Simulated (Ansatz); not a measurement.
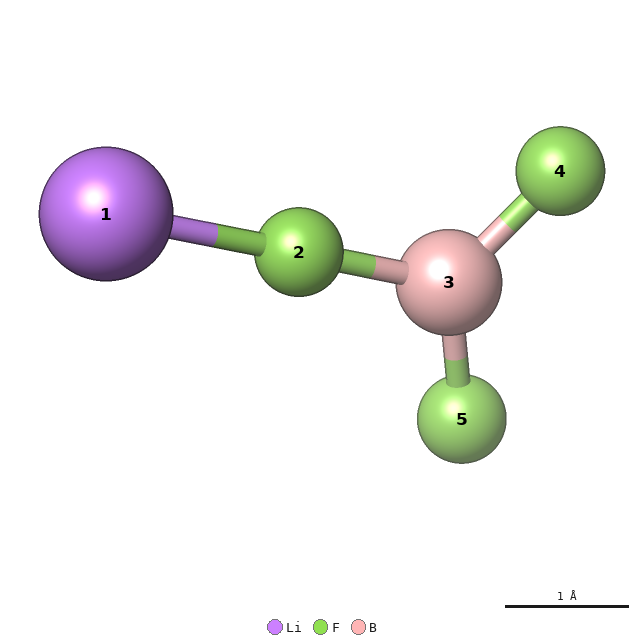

Orthographic view. Atoms fade into the background with distance from the viewer. State: charge +1, singlet. The geometry was computed by an optimisation with PBE-D4/def2-SVP. No frequency run is at hand to confirm it as a minimum.

List all interatomic distances (Å) as a matrix.

| atom | Li1 | F2 | B3 | F4 | F5 |
| --- | --- | --- | --- | --- | --- |
| Li1 | 0.00 |  |  |  |  |
| F2 | 1.79 | 0.00 |  |  |  |
| B3 | 3.19 | 1.40 | 0.00 |  |  |
| F4 | 3.95 | 2.29 | 1.30 | 0.00 |  |
| F5 | 3.95 | 2.29 | 1.30 | 2.32 | 0.00 |
